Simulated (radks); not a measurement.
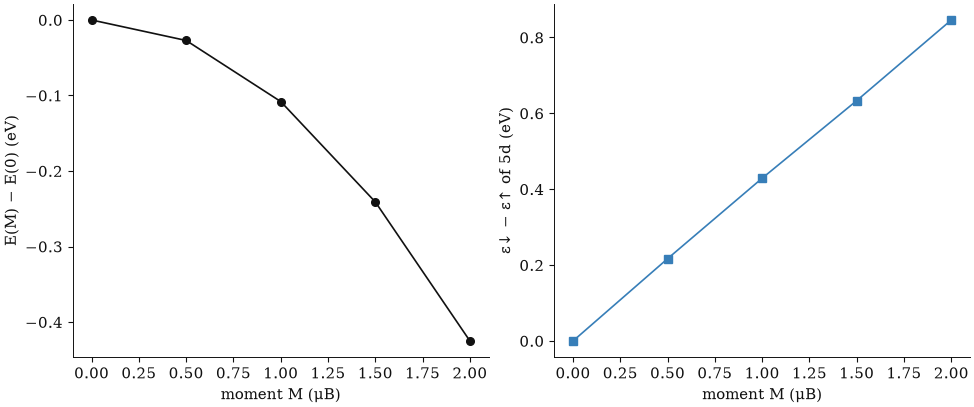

For La⁺ in [Xe] 5d2, the spin moment of the 5d shell is fixed at a series of values. The calculation used the in-house radial solver radks at this level: scalar-relativistic Kohn-Sham, BLYP, spin-polarised, spherical densities, finite nucleus. The plot shows the energy and the exchange splitting.

> Describe both curves.

The energy falls with the moment, to −0.425 eV at M = 2 μB, the largest moment run, in line with Hund's first rule (at fractional spins the functional's fractional-spin error adds to the fall). A fit E = −I M²/4 gives an exchange integral I of about 0.43 eV, and the exchange splitting grows nearly in proportion to M, to 0.846 eV (0.42 eV per μB).
